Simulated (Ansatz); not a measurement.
# AlH₄N₂Cl: an energy map over two coordinates

How does the energy of AlClH4N2, SMILES [NH2][Al]([NH2])[Cl] change over two coordinates at once? A grid of runs gives the map.

Method: RKS PBE0-D4/def2-TZVP; program: Ansatz 0.2.0.

## Step 1: Starting geometry

SMILES `[NH2][Al]([NH2])[Cl]`, 8 atoms, charge 0, spin multiplicity 1.

Atoms are counted from 1 here; the program's logs count them from 0.

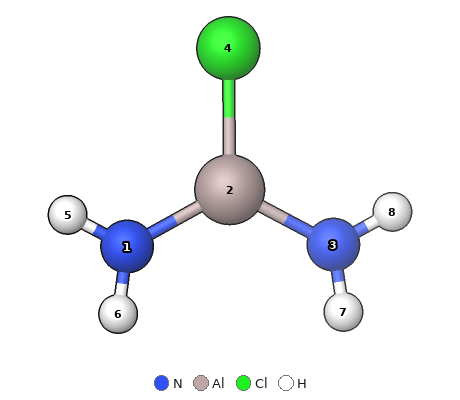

The starting geometry (nitrogen blue, aluminium light grey, chlorine green, hydrogen white); atoms are numbered from 1 in the order of the file.

Geometry (Å):

```
N    -0.4956    1.5032   -0.1753
Al   -0.2201   -0.2391   -0.3792
N     0.8382   -1.1971    0.6768
Cl   -1.2088   -1.2299   -1.9723
H    -1.0972    2.0552   -0.7889
H    -0.0935    2.0975    0.5512
H     1.3710   -0.8483    1.4751
H     0.9982   -2.1987    0.5569
```

This geometry comes from a loose relaxation at PBE in a small basis, which is not shown.

## Step 2: The minimum at this level

The input, input.yaml:

```yaml
crystal:
  periodic: [false, false, false]
  atoms:
    - { symbol: "N", position_ang: [-0.495592, 1.503192, -0.175272] }
    - { symbol: Al, position_ang: [-0.220148, -0.239114, -0.379239] }
    - { symbol: "N", position_ang: [0.838247, -1.197095, 0.676845] }
    - { symbol: Cl, position_ang: [-1.208806, -1.229912, -1.972284] }
    - { symbol: H, position_ang: [-1.097157, 2.055202, -0.788893] }
    - { symbol: H, position_ang: [-0.093484, 2.097512, 0.551194] }
    - { symbol: H, position_ang: [1.370961, -0.848309, 1.47509] }
    - { symbol: H, position_ang: [0.998178, -2.198675, 0.556858] }
basis:
  gaussian: { orbitals: def2-TZVP }
hamiltonian:
  xc: pbe0
  dispersion: d4
output:
  forces: true
relax:
  f_tol: 0.003
  max_steps: 120
```

On the command line:

```console
$ ansatz run input.yaml --threads 1 --pin off --max-ram 2560MiB --backend cpu --events-out ev --progress --plain --runs-dir out
```

What it wrote, shortened:

```text
Warning: RAYON_NUM_THREADS=1 ignored (pool sized by the plan → 1); use --threads N
[...]
Functional definition: PBE0
[...]
1033 factors; their error is unknown
[...]
mean field -22160.16052194 eV, -814.3708784851 hartree, gradient 6.8e-5 eV, S^2 0.000000; 0 other end points of the search recorded, 0 dependent functions left out
[...]
reference -22160.16055208 eV, -814.3708795926 hartree; 24, 24 occupied and 136, 136 virtual orbitals, 1033 factors
relax step   1: F+E_penalty+E_count = -22160.29025759 eV  Δ(F+E_penalty+E_count) = +0.000e0 eV  max|allowed force component| = 6.522e-1 eV/Å  Δτ_max = 0.0000 Å  (27 SCF iters, accepted)
[...]
relax step   6: F+E_penalty+E_count = -22160.32432363 eV  Δ(F+E_penalty+E_count) = -3.057e-6 eV  max|allowed force component| = 6.858e-3 eV/Å  Δτ_max = 0.0021 Å  (32 SCF iters, accepted)
[...]
relax step   7: F+E_penalty+E_count = -22160.32432812 eV  Δ(F+E_penalty+E_count) = -4.487e-6 eV  max|allowed force component| = 7.296e-4 eV/Å  Δτ_max = 0.0007 Å  (21 SCF iters, accepted)
1033 factors; their error is unknown
[...]
mean field -22160.19307225 eV, -814.3720746869 hartree, gradient 1.8e-5 eV, S^2 0.000000; 1 other end points of the search recorded, 0 dependent functions left out
[...]
reference -22160.19310216 eV, -814.3720757859 hartree; 24, 24 occupied and 136, 136 virtual orbitals, 1033 factors
Total energy: -22160.32435802 eV, -814.3768993501 hartree
Atom 0 at    -0.490320     1.487196    -0.172934 Å, force    -0.000462    -0.000097    -0.000673 eV/Å
Atom 1 at    -0.217647    -0.237234    -0.377401 Å, force     0.000206     0.000239     0.000400 eV/Å
Atom 2 at     0.829417    -1.184198     0.669847 Å, force    -0.000190    -0.000626    -0.000458 eV/Å
Atom 3 at    -1.193949    -1.217392    -1.955425 Å, force    -0.000180    -0.000170    -0.000254 eV/Å
Atom 4 at    -1.089320     2.031139    -0.771058 Å, force     0.000554    -0.000135     0.000581 eV/Å
Atom 5 at    -0.082365     2.066676     0.540971 Å, force    -0.000129     0.000231     0.000011 eV/Å
Atom 6 at     1.349439    -0.832101     1.455653 Å, force     0.000125    -0.000172     0.000090 eV/Å
Atom 7 at     0.986943    -2.171285     0.554645 Å, force     0.000077     0.000730     0.000304 eV/Å
Dipole moment:     0.243293     0.244251     0.393237 e Å
```

It took 34 s on 1 thread of Intel Xeon Platinum 8375C at 2.90GHz (Ice Lake), shared host; peak memory 0.35 GiB.

Energy and force along the way:

```
step  energy from step 1 (eV)  largest force component (eV/Å)
   1                   0.0000                          0.6522
   2                  -0.0310                          0.1579
   3                  -0.0340                          0.0190
   4                  -0.0341                          0.0089
   5                  -0.0341                          0.0064
   6                  -0.0341                          0.0069
   7                  -0.0341                          0.0007
```

Bond lengths before and after, largest changes first:

```
   bond  before (Å)  after (Å)  change (Å)
Al2–Cl4       2.121      2.099      -0.022
 Al2–N3       1.776      1.758      -0.018
 N1–Al2       1.776      1.758      -0.018
  N1–H6       1.021      1.006      -0.015
  N3–H7       1.021      1.006      -0.015
  N3–H8       1.021      1.006      -0.015
  N1–H5       1.021      1.006      -0.015
```

## Step 3: Plan of the scan

The axes are (1) umbrella angle at N3 (between each of its bonds and their common axis; 90 is planar): 11 values from 66.0 to 114.0 °; (2) change of the bonds N3–Al2, N3–H7, N3–H8, all alike: 11 values from −0.138 to 0.214 Å.

Nothing else is relaxed (all other coordinates rigid). Energies count from the relaxed molecule at the same level. Points are written as (first, second).

Of the runs on the grid, 1 are shown in the steps below; the others differ only in the two coordinates.

## Step 4: The run at (90.0°, 0.003 Å)

The input, input.yaml:

```yaml
crystal:
  periodic: [false, false, false]
  atoms:
    - { symbol: "N", position_ang: [-0.492061, 1.488824, -0.174757] }
    - { symbol: Al, position_ang: [-0.219405, -0.23561, -0.379211] }
    - { symbol: "N", position_ang: [0.829417, -1.184198, 0.669847] }
    - { symbol: Cl, position_ang: [-1.19569, -1.215765, -1.957248] }
    - { symbol: H, position_ang: [-1.091045, 2.03277, -0.772894] }
    - { symbol: H, position_ang: [-0.084112, 2.068302, 0.539153] }
    - { symbol: H, position_ang: [1.351007, -0.831047, 1.457984] }
    - { symbol: H, position_ang: [0.98743, -2.174224, 0.554289] }
basis:
  gaussian: { orbitals: def2-TZVP }
hamiltonian:
  xc: pbe0
  dispersion: d4
output:
  forces: true
```

On the command line:

```console
$ ansatz run input.yaml --threads 1 --pin off --max-ram 2560MiB --backend cpu --events-out ev --progress --plain --runs-dir out
```

What it wrote, shortened:

```text
Warning: RAYON_NUM_THREADS=1 ignored (pool sized by the plan → 1); use --threads N
[...]
[... 1 set-up line as earlier in the session ...]
[...]
1033 factors; their error is unknown
[...]
mean field -22160.19262926 eV, -814.3720584071 hartree, gradient 6.3e-5 eV, S^2 0.000000; 0 other end points of the search recorded, 0 dependent functions left out
[...]
reference -22160.19265918 eV, -814.3720595068 hartree; 24, 24 occupied and 136, 136 virtual orbitals, 1033 factors
Total energy: -22160.32381893 eV, -814.3768795386 hartree
Atom 0 at    -0.492061     1.488824    -0.174757 Å, force     0.000614    -0.001816     0.000166 eV/Å
Atom 1 at    -0.219405    -0.235610    -0.379211 Å, force     0.044854    -0.040611     0.044895 eV/Å
Atom 2 at     0.829417    -1.184198     0.669847 Å, force     0.044393    -0.043440     0.043286 eV/Å
Atom 3 at    -1.195690    -1.215765    -1.957248 Å, force     0.001136     0.000300     0.001604 eV/Å
Atom 4 at    -1.091045     2.032770    -0.772894 Å, force     0.000374    -0.000615     0.000196 eV/Å
Atom 5 at    -0.084112     2.068302     0.539153 Å, force     0.000074    -0.000106     0.000166 eV/Å
Atom 6 at     1.351007    -0.831047     1.457984 Å, force    -0.070935    -0.050749    -0.108060 eV/Å
Atom 7 at     0.987430    -2.174224     0.554289 Å, force    -0.020509     0.137038     0.017747 eV/Å
Dipole moment:     0.242186     0.245126     0.392070 e Å
```

Run time: 4.5 s. Hardware: 1 thread of Intel Xeon Platinum 8375C at 2.90GHz (Ice Lake), shared host; peak memory 0.33 GiB.

On the map this point reads 0.012 kcal/mol.

## Step 5: All points together

66 points were computed, 55 more follow by symmetry. Energies in kcal/mol, from the relaxed molecule at the same level:

```tsv
change of the bonds N3–Al2, N3–H7, N3–H8, all alike (Å) ↓, umbrella angle at N3 (between each of its bonds and their common axis; 90 is planar) (°) →	66.0	70.8	75.6	80.4	85.2	90.0	94.8	99.6	104.4	109.2	114.0
0.214	37.7	38.4	39.7	41.1	42.1	42.5	42.1	41.1	39.7	38.4	37.7
0.178	28.4	28.5	29.3	30.3	31.1	31.4	31.1	30.3	29.3	28.5	28.4
0.143	20.4	19.9	20.2	20.8	21.4	21.6	21.4	20.8	20.2	19.9	20.4
0.108	13.8	12.8	12.5	12.7	13.0	13.1	13.0	12.7	12.5	12.8	13.8
0.073	9.0	7.3	6.6	6.4	6.4	6.4	6.4	6.4	6.6	7.3	9.0
0.038	6.4	4.0	2.8	2.2	1.9	1.9	1.9	2.2	2.8	4.0	6.4
0.003	6.5	3.5	1.7	0.7	0.2	0.0	0.2	0.7	1.7	3.5	6.5
−0.033	10.1	6.4	4.0	2.6	1.8	1.6	1.8	2.6	4.0	6.4	10.1
−0.068	17.8	13.5	10.5	8.7	7.7	7.4	7.7	8.7	10.5	13.5	17.8
−0.103	30.6	25.6	22.1	19.8	18.6	18.2	18.6	19.8	22.1	25.6	30.6
−0.138	49.6	43.9	39.8	37.2	35.7	35.2	35.7	37.2	39.8	43.9	49.6
```

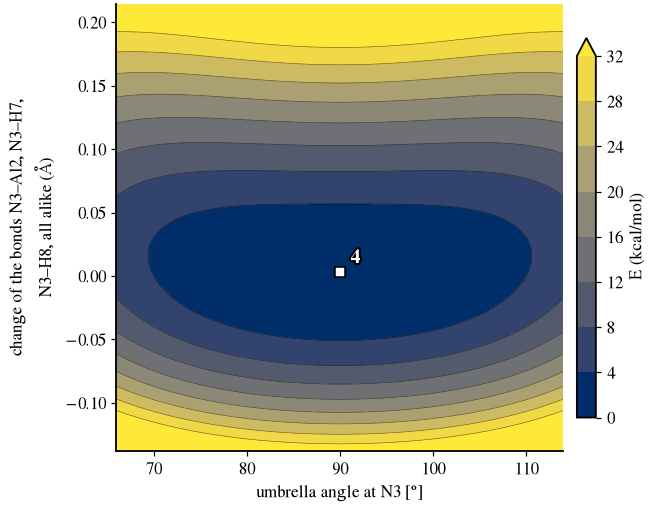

The map; numbers mark the steps of this session that print a point's run. The picture shows filled contours, one colour for all values above the top of the scale.

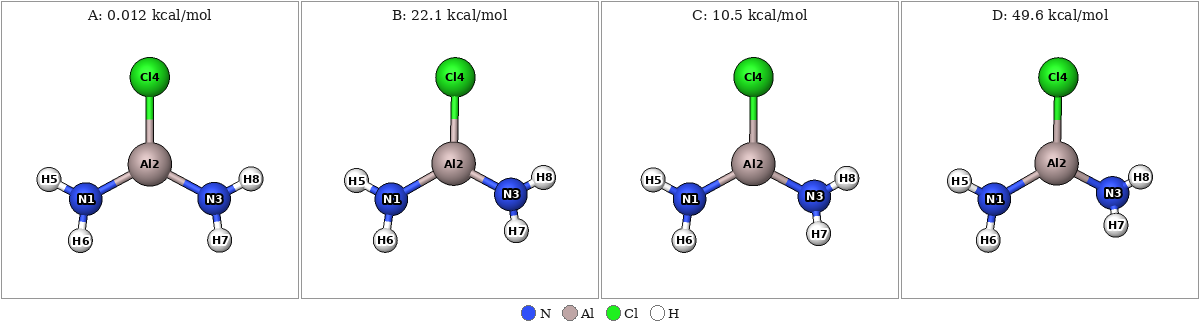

Structures on the grid, at one scale: A at (90.0°, 0.003 Å); B at (104.4°, −0.103 Å); C at (75.6°, −0.068 Å); D at (66.0°, −0.138 Å).

The dipole moment (D) at each point:

```tsv
change of the bonds N3–Al2, N3–H7, N3–H8, all alike (Å) ↓, umbrella angle at N3 (between each of its bonds and their common axis; 90 is planar) (°) →	66.0	70.8	75.6	80.4	85.2	90.0	94.8	99.6	104.4	109.2	114.0
0.214	2.51	2.41	2.33	2.26	2.22	2.21	2.22	2.26	2.33	2.41	2.51
0.178	2.52	2.43	2.35	2.30	2.26	2.25	2.26	2.30	2.35	2.43	2.52
0.143	2.53	2.45	2.38	2.34	2.31	2.30	2.31	2.34	2.38	2.45	2.53
0.108	2.54	2.47	2.42	2.38	2.35	2.35	2.35	2.38	2.42	2.47	2.54
0.073	2.56	2.50	2.45	2.42	2.40	2.40	2.40	2.42	2.45	2.50	2.56
0.038	2.57	2.53	2.49	2.47	2.46	2.45	2.46	2.47	2.49	2.53	2.57
0.003	2.59	2.55	2.53	2.52	2.51	2.51	2.51	2.52	2.53	2.55	2.59
−0.033	2.61	2.58	2.57	2.56	2.56	2.56	2.56	2.56	2.57	2.58	2.61
−0.068	2.63	2.61	2.61	2.61	2.62	2.62	2.62	2.61	2.61	2.61	2.63
−0.103	2.65	2.64	2.65	2.66	2.67	2.67	2.67	2.66	2.65	2.64	2.65
−0.138	2.67	2.67	2.69	2.71	2.72	2.73	2.72	2.71	2.69	2.67	2.67
```

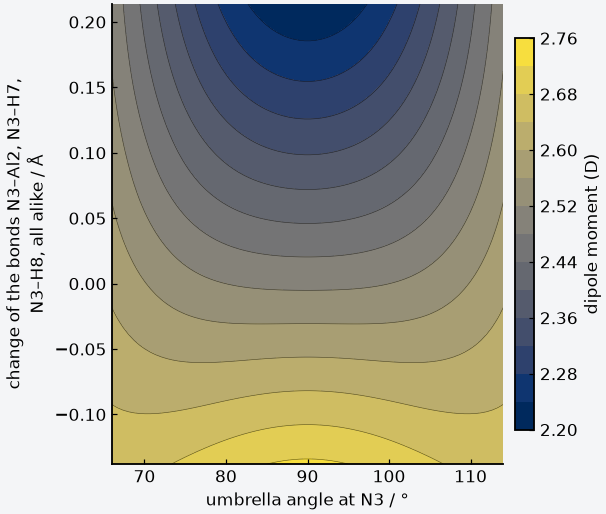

The dipole moment over the grid. The picture shows filled contours.

## Step 6: Outcome

```
               quantity                                                                            value
           lowest point                                                 (90.0°, 0.003 Å), 0.012 kcal/mol
 highest computed point                                (66.0°, −0.138 Å), 49.6 kcal/mol above the lowest
      dipole moment (D)  2.21 at (90.0°, 0.214 Å) to 2.73 at (90.0°, −0.138 Å); 2.51 at the lowest point
time for the whole task                                                 5.9 min on 1 thread, shared host
```

**Reading.** The lowest computed point is at (90.0°, 0.003 Å), 0.012 kcal/mol from the relaxed molecule at the same level. The grid is coarse, so the true minimum lies between grid points and may sit elsewhere than the lowest one. No other kind of well shows on this grid. The highest computed point, (66.0°, −0.138 Å), lies 49.6 kcal/mol above the lowest. Round the minimum the two coordinates are nearly uncoupled.
